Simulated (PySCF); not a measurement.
# C3H5NSi2: a tour of settings

Aim: see how C3H5NSi2 (`N#C[SiH2]C#C[SiH3]`) answers to the choice of functional, basis, grid and SCF options.

Computed with PySCF 2.14.0, with density-fitted response routines of our own, on a single molecule in the gas phase. Atoms count from 0, in the outputs and in this text.

## 1. The starting structure

11 atoms, charge 0, multiplicity 1; geometry from: GFN2-xTB.

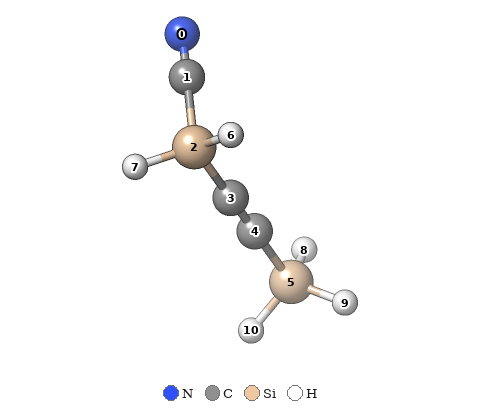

As it starts; nitrogen blue, carbon grey, silicon light orange, hydrogen white, atoms numbered.

## 2. Shielding tensors: PBE0/pcSseg-1

What the job is given:

```
{"job": {"kind": "nmr", "xc": "PBE0", "basis": "pcSseg-1"}, "charge": 0, "multiplicity": 1}
N     -3.585389     0.780808     1.504300
C     -2.913424     0.056593     0.924993
Si    -1.829873    -1.137691    -0.023360
C     -0.151405    -0.370581    -0.012129
C      0.951362     0.130518    -0.005413
Si     2.633031     0.907014     0.010370
H     -1.844563    -2.407835     0.706378
H     -2.370185    -1.226508    -1.382055
H      2.555464     2.136675     0.799731
H      3.557637    -0.055095     0.614998
H      3.002770     1.188772    -1.378846
```

Level: GIAO PBE0/pcSseg-1 NMR shielding, non-relativistic, gas phase.

Started as:

```console
> OMP_NUM_THREADS=1 python probes_run.py task.json out
```

The driver reads the jobs from task.json and runs them one after another.

What it wrote:

```text
coarse grid: 10672 points
cycle   1  E = -750.4049818794  dE =  4.240e-01  |g| = 4.749e-01  |ddm| = 3.205e+00
cycle   2  E = -750.2906722956  dE =  1.143e-01  |g| = 8.475e-01  |ddm| = 1.072e+00
cycle   3  E = -750.4552394643  dE = -1.646e-01  |g| = 1.989e-01  |ddm| = 6.179e-01
cycle   4  E = -750.4637901973  dE = -8.551e-03  |g| = 4.363e-02  |ddm| = 1.606e-01
cycle   5  E = -750.4640651213  dE = -2.749e-04  |g| = 2.991e-02  |ddm| = 5.363e-02
cycle   6  E = -750.4642826655  dE = -2.175e-04  |g| = 5.224e-03  |ddm| = 2.143e-02
cycle   7  E = -750.4642903463  dE = -7.681e-06  |g| = 7.644e-04  |ddm| = 5.810e-03
final grid: 95328 points
cycle   8  E = -750.4991949152  dE = -1.213e-05  |g| = 3.528e-03  |ddm| = 2.690e-02
cycle   9  E = -750.4991928432  dE =  2.072e-06  |g| = 4.588e-03  |ddm| = 8.642e-03
cycle  10  E = -750.4991976164  dE = -4.773e-06  |g| = 1.691e-03  |ddm| = 4.311e-03
cycle  11  E = -750.4991982531  dE = -6.367e-07  |g| = 2.399e-04  |ddm| = 1.125e-03
cycle  12  E = -750.4991982653  dE = -1.225e-08  |g| = 7.518e-05  |ddm| = 2.666e-04
cycle  13  E = -750.4991982663  dE = -9.231e-10  |g| = 4.696e-05  |ddm| = 7.612e-05
cycle  14  E = -750.4991982668  dE = -5.341e-10  |g| = 7.284e-06  |ddm| = 3.530e-05
converged SCF energy = -750.4991982668

GIAO shielding tensors (ppm)
atom      isotropic    diamagn.    paramagn.     s11        s22        s33       span
  0 N      -97.369     337.389    -434.758   -299.922   -291.821    299.636    599.559
  1 C       65.754     262.079    -196.324    -47.271    -43.435    287.969    335.241
  2 Si     446.981     880.350    -433.370    430.378    455.007    455.557     25.178
  3 C       78.137     265.452    -187.315    -16.280    -13.560    264.250    280.530
  4 C       67.720     263.782    -196.063    -29.729    -28.698    261.586    291.315
  5 Si     447.033     881.855    -434.821    441.075    442.770    457.255     16.180
  6 H       27.003      27.203      -0.200     23.746     25.335     31.927      8.181
  7 H       27.005      27.488      -0.484     23.748     25.336     31.930      8.182
  8 H       27.388      29.269      -1.881     23.936     25.982     32.248      8.312
  9 H       27.444      28.686      -1.243     24.006     25.912     32.412      8.406
 10 H       27.440      28.897      -1.457     24.002     25.913     32.406      8.405
```

Run time: 9.7 s. Hardware: 1 thread of Intel Xeon 6975P-C, shared host; peak memory 0.66 GiB.

Shifts follow as δ = σ(reference) − σ, with reference shieldings (ppm) from runs at the same level and on the same kind of geometry: 1H TMS 31.72, 13C TMS 186.9, 29Si TMS 349.2, 15N NH3 267.7. The references are single molecules in the gas phase, so shifts against H2O, NH3, PH3, H3PO4 or CFCl3 are not on the usual liquid scales and can be off by tens of ppm. Atoms listed in one row are averaged.

| atoms | environment | σ (ppm) | δ (ppm) | δ scaled to CDCl3 |
| --- | --- | --- | --- | --- |
| C1 | nitrile carbon | 65.8 | 121.2 | 116.3 |
| C4 | alkyne carbon | 67.7 | 119.2 | 114.4 |
| C3 | alkyne carbon | 78.1 | 108.8 | 104.3 |
| H6, H7 | hydrogen on a silicon bonded to 2 C | 27.00 | 4.71 | – |
| H8, H9, H10 | hydrogen on a silicon bonded to C | 27.42 | 4.29 | – |
| N0 | nitrile nitrogen | -97.4 | 365.1 | – |
| Si2 | silicon bonded to 2 C, 2 H | 447.0 | -97.8 | – |
| Si5 | silicon bonded to C, 3 H | 447.0 | -97.9 | – |

The scaled column applies a straight-line fit of computed shieldings to shifts measured in CDCl3 (root-mean-square error 0.16 ppm for H, 1.9 ppm for C).

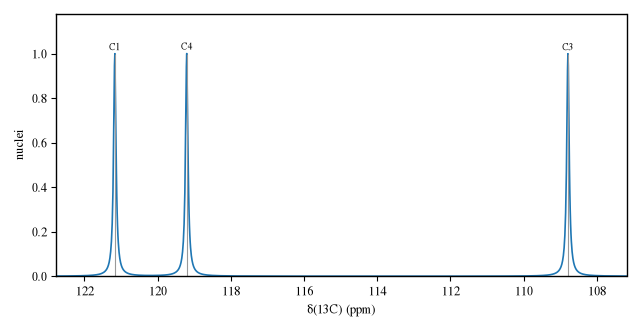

13C lines at the computed shifts, without couplings. Lines are broadened to a width of 0.08 ppm (Lorentzian).

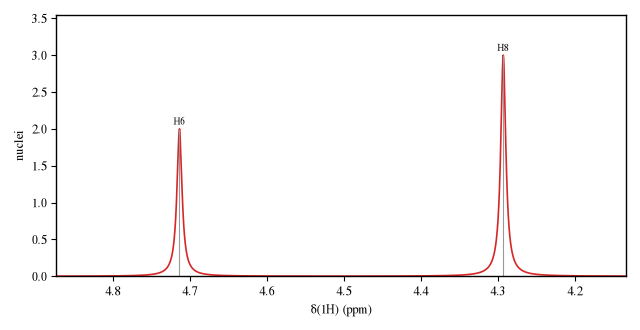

1H lines at the computed shifts, without couplings. Lines are broadened to a width of 0.01 ppm (Lorentzian).

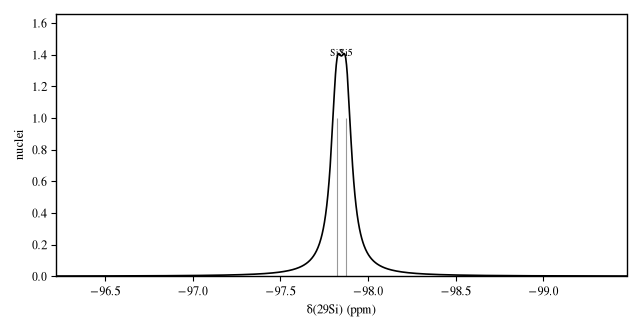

29Si lines at the computed shifts, without couplings. Lines are broadened to a width of 0.08 ppm (Lorentzian).

Charges from the same density, by scheme (e):

| atoms | Mulliken | IAO | Hirshfeld | ESP fit |
| --- | --- | --- | --- | --- |
| N0 | -0.20 | -0.19 | -0.19 | -0.37 |
| C1 | -0.18 | -0.16 | -0.03 | 0.16 |
| Si2 | 0.74 | 0.80 | 0.42 | 0.47 |
| C3 | -0.29 | -0.33 | -0.15 | -0.19 |
| C4 | -0.27 | -0.28 | -0.12 | -0.20 |
| Si5 | 0.53 | 0.64 | 0.35 | 0.45 |

Mulliken charges:

```
atom  value (e)
  N0      -0.20
  C1      -0.18
 Si2       0.74
  C3      -0.29
  C4      -0.27
 Si5       0.53
  H6      -0.06
  H7      -0.06
  H8      -0.07
  H9      -0.08
 H10      -0.08
```

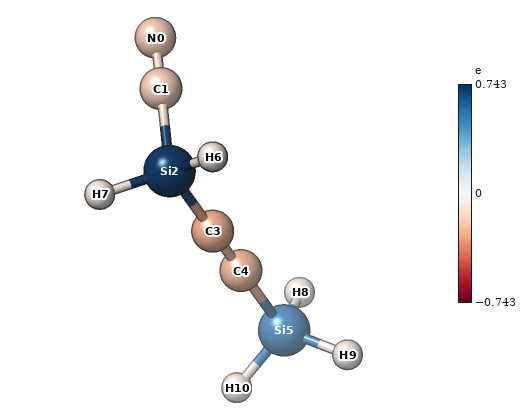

Mulliken charges, as colours on the atoms.

Mayer bond orders: N0–C1 2.93, C1–Si2 0.83, Si2–C3 0.97, C3–C4 2.49, C4–Si5 0.95.

## 3. Excited states and response: PBE0/def2-SVPD

Settings changed since step 2:

```diff
@@ -1,2 +1,2 @@
-{"job": {"kind": "nmr", "xc": "PBE0", "basis": "pcSseg-1"}, "charge": 0, "multiplicity": 1}
+{"job": {"kind": "uv", "xc": "PBE0", "basis": "def2-SVPD", "nstates": 6, "ntriplets": 2}, "charge": 0, "multiplicity": 1}
 N     -3.585389     0.780808     1.504300
```

Level: TDDFT PBE0/def2-SVPD, vertical, gas phase, core orbitals frozen in the response.

What it wrote:

```text
coarse grid: 10672 points
cycle   1  E = -750.0828388733  dE =  3.935e-01  |g| = 4.459e-01  |ddm| = 6.002e+00
cycle   2  E = -749.9720807232  dE =  1.108e-01  |g| = 8.156e-01  |ddm| = 1.894e+00
cycle   3  E = -750.1301080579  dE = -1.580e-01  |g| = 1.837e-01  |ddm| = 9.192e-01
cycle   4  E = -750.1376672480  dE = -7.559e-03  |g| = 4.412e-02  |ddm| = 2.355e-01
cycle   5  E = -750.1379954252  dE = -3.282e-04  |g| = 2.836e-02  |ddm| = 8.092e-02
cycle   6  E = -750.1381962533  dE = -2.008e-04  |g| = 4.984e-03  |ddm| = 3.953e-02
cycle   7  E = -750.1382038076  dE = -7.554e-06  |g| = 6.988e-04  |ddm| = 1.273e-02
final grid: 95328 points
cycle   8  E = -750.2334977913  dE = -9.007e-06  |g| = 3.157e-03  |ddm| = 6.874e-02
cycle   9  E = -750.2334955728  dE =  2.218e-06  |g| = 4.405e-03  |ddm| = 1.128e-02
cycle  10  E = -750.2335003052  dE = -4.732e-06  |g| = 1.504e-03  |ddm| = 5.797e-03
cycle  11  E = -750.2335008364  dE = -5.312e-07  |g| = 1.225e-04  |ddm| = 1.469e-03
cycle  12  E = -750.2335008395  dE = -3.134e-09  |g| = 6.830e-05  |ddm| = 3.277e-04
cycle  13  E = -750.2335008404  dE = -8.954e-10  |g| = 3.796e-05  |ddm| = 1.274e-04
cycle  14  E = -750.2335008408  dE = -3.629e-10  |g| = 5.859e-06  |ddm| = 5.453e-05
converged SCF energy = -750.2335008408

Static polarisability (au): isotropic 91.948, principal 68.218 82.455 125.170

Singlet excitations
state   eV       nm        f      main configurations
  1   5.5842    222.0   0.00005   H->L 0.69, H-1->L+1 0.25
  2   5.8286    212.7   0.00029   H-1->L 0.50, H->L+1 0.45
  3   5.8423    212.2   0.00007   H-1->L+1 0.69, H->L 0.26
  4   6.9904    177.4   0.00003   H->L+2 0.73, H-2->L+2 0.08, H-2->L 0.08
  5   7.0155    176.7   0.06394   H-1->L+2 0.78, H-1->L 0.10
  6   7.1340    173.8   0.00063   H-2->L 0.23, H->L+2 0.23, H-2->L+2 0.18

Triplet excitations (Tamm-Dancoff, eV): 4.5698 4.9921
```

Wall time 12 s (1 thread of Intel Xeon 6975P-C, shared host); peak memory 0.71 GiB.

The orbitals next to the gap, with their largest atomic shares:

```csv
orbital,eV,atoms
HOMO−3,-10.06,"N0 47 %, C1 39 %, Si2 6 %"
HOMO−2,-9.95,"N0 44 %, C1 36 %, Si2 9 %"
HOMO−1,-8.70,"C3 39 %, C4 38 %, Si5 7 %"
HOMO,-8.66,"C3 38 %, C4 37 %, Si5 7 %"
LUMO,-1.19,"C4 25 %, C3 24 %, Si2 17 %"
LUMO+1,-1.12,"C4 23 %, C3 22 %, Si2 17 %"
LUMO+2,-0.49,"Si2 32 %, C1 21 %, N0 19 %"
```

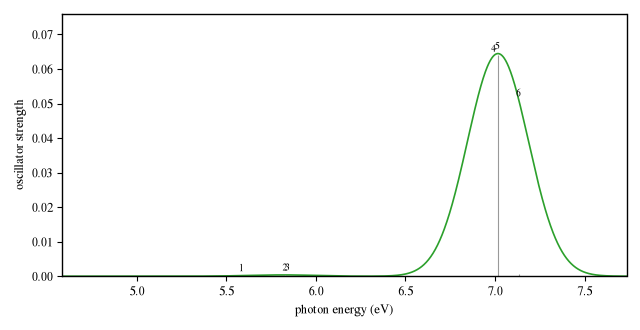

Absorption spectrum from the 6 singlet states computed; above the last one it falls off for lack of states. Lines are broadened to a width of 0.40 eV (Gaussian).

Further results of this job:

| property | computed |
| --- | --- |
| dipole moment (D) | 3.88 |
| polarisability (Å³) | 13.63 |
| HOMO–LUMO gap (eV) | 7.46 |
| −ε(HOMO) (eV) | 8.66 |

## 4. NMR shieldings: PBE0/pcSseg-1

Settings changed since step 3:

```diff
@@ -1,2 +1,2 @@
-{"job": {"kind": "uv", "xc": "PBE0", "basis": "def2-SVPD", "nstates": 6, "ntriplets": 2}, "charge": 0, "multiplicity": 1}
+{"job": {"kind": "nmr", "xc": "PBE0", "basis": "pcSseg-1", "pop": false, "scf": {"aux": "def2-universal-jkfit"}}, "charge": 0, "multiplicity": 1}
 N     -3.585389     0.780808     1.504300
```

With the program's defaults for keys left out, this is: GIAO PBE0/pcSseg-1 NMR shielding, non-relativistic, gas phase.

What it wrote:

```text
final grid: 95328 points
cycle   1  E = -750.4406442440  dE =  4.231e-01  |g| = 4.720e-01  |ddm| = 3.204e+00
cycle   2  E = -750.3283034865  dE =  1.123e-01  |g| = 8.404e-01  |ddm| = 1.066e+00
cycle   3  E = -750.4903673183  dE = -1.621e-01  |g| = 1.967e-01  |ddm| = 6.139e-01
cycle   4  E = -750.4987352350  dE = -8.368e-03  |g| = 4.360e-02  |ddm| = 1.601e-01
cycle   5  E = -750.4990138476  dE = -2.786e-04  |g| = 2.970e-02  |ddm| = 5.383e-02
cycle   6  E = -750.4992292059  dE = -2.154e-04  |g| = 5.193e-03  |ddm| = 2.142e-02
cycle   7  E = -750.4992368211  dE = -7.615e-06  |g| = 7.579e-04  |ddm| = 5.844e-03
cycle   8  E = -750.4992369683  dE = -1.473e-07  |g| = 1.334e-04  |ddm| = 8.415e-04
cycle   9  E = -750.4992369732  dE = -4.913e-09  |g| = 3.053e-05  |ddm| = 1.799e-04
cycle  10  E = -750.4992369734  dE = -1.965e-10  |g| = 5.453e-06  |ddm| = 4.031e-05
converged SCF energy = -750.4992369734

GIAO shielding tensors (ppm)
atom      isotropic    diamagn.    paramagn.     s11        s22        s33       span
  0 N      -97.370     337.389    -434.759   -299.924   -291.823    299.636    599.560
  1 C       65.754     262.079    -196.324    -47.271    -43.435    287.969    335.241
  2 Si     446.980     880.350    -433.370    430.378    455.006    455.556     25.179
  3 C       78.136     265.452    -187.316    -16.281    -13.562    264.250    280.531
  4 C       67.719     263.782    -196.063    -29.730    -28.699    261.586    291.316
  5 Si     447.031     881.855    -434.823    441.073    442.768    457.253     16.180
  6 H       27.003      27.203      -0.200     23.746     25.335     31.927      8.181
  7 H       27.005      27.488      -0.484     23.748     25.336     31.930      8.182
  8 H       27.388      29.269      -1.881     23.936     25.982     32.248      8.312
  9 H       27.444      28.686      -1.243     24.006     25.912     32.412      8.406
 10 H       27.440      28.897      -1.457     24.002     25.913     32.406      8.405
```

Run time: 8.4 s. Hardware: 1 thread of Intel Xeon 6975P-C, shared host; peak memory 0.66 GiB.

Key values: δ C1 121.2, C4 119.2, C3 108.8, N0 365.1, H6 4.71, H8 4.29 ppm (means over like atoms).

## 5. NMR shieldings: BP86/pcSseg-1

Settings changed since step 4:

```diff
@@ -1,2 +1,2 @@
-{"job": {"kind": "nmr", "xc": "PBE0", "basis": "pcSseg-1", "pop": false, "scf": {"aux": "def2-universal-jkfit"}}, "charge": 0, "multiplicity": 1}
+{"job": {"kind": "nmr", "xc": "BP86", "basis": "pcSseg-1", "pop": true, "scf": {"guess": "vsap"}}, "charge": 0, "multiplicity": 1}
 N     -3.585389     0.780808     1.504300
```

Method: GIAO BP86/pcSseg-1 NMR shielding, non-relativistic, gas phase.

What it wrote:

```text
final grid: 95328 points
cycle   1  E = -750.2399692424  dE =  3.137e-01  |g| = 1.533e+00  |ddm| = 3.832e+00
cycle   2  E = -743.3822090137  dE =  6.858e+00  |g| = 4.666e+00  |ddm| = 5.512e+00
cycle   3  E = -750.7092541525  dE = -7.327e+00  |g| = 1.091e+00  |ddm| = 3.878e+00
cycle   4  E = -750.8805474654  dE = -1.713e-01  |g| = 7.702e-01  |ddm| = 1.203e+00
cycle   5  E = -750.9837596806  dE = -1.032e-01  |g| = 3.455e-01  |ddm| = 6.529e-01
cycle   6  E = -751.0155386290  dE = -3.178e-02  |g| = 6.838e-02  |ddm| = 3.400e-01
cycle   7  E = -751.0148891555  dE =  6.495e-04  |g| = 8.177e-02  |ddm| = 9.179e-02
cycle   8  E = -751.0166318000  dE = -1.743e-03  |g| = 1.384e-02  |ddm| = 6.524e-02
cycle   9  E = -751.0166898701  dE = -5.807e-05  |g| = 1.949e-03  |ddm| = 1.597e-02
cycle  10  E = -751.0166907158  dE = -8.456e-07  |g| = 3.762e-04  |ddm| = 2.478e-03
cycle  11  E = -751.0166907528  dE = -3.708e-08  |g| = 7.559e-05  |ddm| = 5.145e-04
cycle  12  E = -751.0166907546  dE = -1.739e-09  |g| = 1.344e-05  |ddm| = 1.092e-04
cycle  13  E = -751.0166907546  dE = -2.001e-11  |g| = 1.095e-05  |ddm| = 2.103e-05
converged SCF energy = -751.0166907546

GIAO shielding tensors (ppm)
atom      isotropic    diamagn.    paramagn.     s11        s22        s33       span
  0 N      -93.220     338.280    -431.500   -292.362   -284.441    297.141    589.503
  1 C       67.340     261.525    -194.185    -43.539    -39.714    285.272    328.811
  2 Si     435.510     881.698    -446.188    418.897    442.246    445.388     26.491
  3 C       76.496     263.894    -187.398    -16.056    -13.714    259.259    275.314
  4 C       66.495     262.327    -195.833    -29.187    -28.367    257.038    286.225
  5 Si     434.070     883.053    -448.982    426.955    428.591    446.665     19.710
  6 H       26.887      27.482      -0.595     23.669     25.268     31.726      8.057
  7 H       26.889      27.765      -0.876     23.670     25.268     31.728      8.058
  8 H       27.302      29.478      -2.176     23.904     25.928     32.073      8.169
  9 H       27.356      28.902      -1.546     23.969     25.860     32.238      8.269
 10 H       27.352      29.109      -1.756     23.964     25.860     32.232      8.268
```

Wall time 13 s (1 thread of Intel Xeon 6975P-C, shared host); peak memory 0.65 GiB.

This run: δ C4 115.8, C1 115.0, C3 105.8, N0 358.6, H6 4.82, H8 4.37 ppm (means over like atoms).

## 6. Indirect couplings: PBE0/cc-pVDZ

Settings changed since step 5:

```diff
@@ -1,2 +1,2 @@
-{"job": {"kind": "nmr", "xc": "BP86", "basis": "pcSseg-1", "pop": true, "scf": {"guess": "vsap"}}, "charge": 0, "multiplicity": 1}
+{"job": {"kind": "j", "xc": "PBE0", "basis": "cc-pVDZ", "scf": {"conv": 0.1, "max_cycle": 99}}, "charge": 0, "multiplicity": 1}
 N     -3.585389     0.780808     1.504300
```

Level: PBE0/cc-pVDZ indirect spin-spin coupling, non-relativistic, gas phase.

What it wrote:

```text
final grid: 95328 points
cycle   1  E = -750.4797241369  dE =  4.793e-01  |g| = 4.478e-01  |ddm| = 6.581e+00
cycle   2  E = -750.3586157428  dE =  1.211e-01  |g| = 8.437e-01  |ddm| = 1.844e+00
cycle   3  E = -750.5296683267  dE = -1.711e-01  |g| = 1.705e-01  |ddm| = 1.098e+00
cycle   4  E = -750.5364262045  dE = -6.758e-03  |g| = 4.362e-02  |ddm| = 2.882e-01
converged SCF energy = -750.5364262045

Indirect spin-spin couplings (Hz)
  i      j    bonds     total        FC       PSO       DSO        SD
  0 N    1 C    1    -15.244   -11.331     1.595     0.000    -5.508
  0 N    2 Si   2     -3.692    -4.448     0.367    -0.037     0.426
  0 N    3 C    3     -0.798    -0.840     0.016     0.018     0.008
  0 N    4 C    4     -0.221    -0.079    -0.086     0.017    -0.074
  0 N    6 H    3     -1.273    -1.238    -0.186     0.146     0.005
  0 N    7 H    3     -1.273    -1.238    -0.186     0.146     0.005
  1 C    2 Si   1    -80.690   -81.085     1.259    -0.113    -0.752
  1 C    3 C    2      0.936     0.922    -0.030     0.045         -
  1 C    4 C    3      3.014     3.021     0.010    -0.017         -
  1 C    5 Si   4      0.901     0.898    -0.005     0.009    -0.002
  1 C    6 H    2      2.029     2.143    -0.039    -0.075         -
  1 C    7 H    2      2.024     2.138    -0.039    -0.075         -
  1 C    8 H    5      1.326     1.329    -0.004     0.001         -
  1 C    9 H    5      0.274     0.329     0.031    -0.086         -
  1 C   10 H    5      0.197     0.250     0.029    -0.082         -
  2 Si   3 C    1    -90.610   -91.696     1.793    -0.100    -0.607
  2 Si   4 C    2     -6.429    -5.049    -0.848     0.064    -0.597
  2 Si   5 Si   3      3.415     3.280     0.073    -0.022     0.083
  2 Si   6 H    1   -228.955  -229.306     0.976    -0.211    -0.414
  2 Si   7 H    1   -228.907  -229.259     0.977    -0.211    -0.414
  2 Si   8 H    4      1.077     1.038    -0.049     0.100    -0.011
  2 Si   9 H    4      1.402     1.371    -0.052     0.096    -0.013
  2 Si  10 H    4      1.416     1.384    -0.052     0.096    -0.013
  3 C    4 C    1     97.208    94.241     2.843     0.124         -
  3 C    5 Si   2     -3.946    -3.388    -0.260     0.068    -0.365
  3 C    6 H    2      1.633     1.856    -0.047    -0.176         -
  3 C    7 H    2      1.634     1.857    -0.047    -0.176         -
  3 C    8 H    3      4.141     4.112     0.290    -0.262         -
  3 C    9 H    3      4.324     4.292     0.296    -0.263         -
  3 C   10 H    3      4.307     4.275     0.295    -0.263         -
  4 C    5 Si   1    -74.493   -75.290     1.565    -0.084    -0.684
  4 C    6 H    3      4.268     4.220     0.327    -0.279         -
  4 C    7 H    3      4.277     4.228     0.327    -0.279         -
  4 C    8 H    2     -1.433    -1.251    -0.036    -0.147         -
  4 C    9 H    2     -1.423    -1.245    -0.038    -0.141         -
  4 C   10 H    2     -1.421    -1.242    -0.038    -0.141         -
  5 Si   6 H    4      1.118     1.072    -0.048     0.108    -0.014
  5 Si   7 H    4      1.116     1.070    -0.048     0.108    -0.014
  5 Si   8 H    1   -202.274  -202.623     0.842    -0.136    -0.357
  5 Si   9 H    1   -198.896  -199.257     0.841    -0.136    -0.344
  5 Si  10 H    1   -199.141  -199.500     0.840    -0.136    -0.345
  6 H    7 H    2      3.228     5.064     0.591    -2.427         -
  6 H    9 H    5      1.560     1.689     0.117    -0.246         -
  7 H   10 H    5      1.571     1.699     0.117    -0.245         -
  8 H    9 H    2     -1.309     0.426     0.631    -2.367         -
  8 H   10 H    2     -1.284     0.454     0.631    -2.370         -
  9 H   10 H    2     -1.454     0.260     0.629    -2.343         -
```

Wall time 10 s (1 thread of Intel Xeon 6975P-C, shared host); peak memory 0.69 GiB.

It converged, yet the result is unsound: the SCF threshold of 0.1 Eh is far too loose. Its HOMO lies at -8.60 eV, against -8.63 eV in step 2 (PBE0/pcSseg-1), a different level, so the two don't compare directly.

## 7. Outcome

```
                                                              quantity                                            value
                                13C shifts against TMS (PBE0/pcSseg-1)                          121.2, 119.2, 108.8 ppm
1H shifts against TMS (PBE0/pcSseg-1, means over atoms taken as alike)                                   4.71, 4.29 ppm
                                15N shifts against NH3 (PBE0/pcSseg-1)                                        365.1 ppm
                               29Si shifts against TMS (PBE0/pcSseg-1)                                 -97.8, -97.9 ppm
                                       lowest singlet (PBE0/def2-SVPD)                      5.58 eV (222 nm), f = 0.000
                              brightest single state of those computed                      state 5, 7.02 eV, f = 0.064
                                                        lowest triplet                                          4.57 eV
                                         property runs in this session  5, of which 0 failed and 1 gave unsound results
```

In words: Single values in the summary come from the first sound run of each kind (PBE0/pcSseg-1; PBE0/def2-SVPD), which need not be the best level. C1 (nitrile carbon) lies farthest downfield among carbon, at 121.2 ppm; this is the usual window of a C≡N carbon, which has no attached hydrogen. At PBE0/pcSseg-1: The widest tensor belongs to N0: span 600 ppm, with a paramagnetic part of -435 ppm. The first singlet state (HOMO→LUMO 0.69, HOMO−1→LUMO+1 0.25) lies at 5.58 eV and is dark; of the 6 states computed, the strongest absorption comes from state 5 at 7.02 eV. The lowest triplet lies 1.01 eV below the lowest singlet (triplets in Tamm-Dancoff, singlets in full TDDFT).
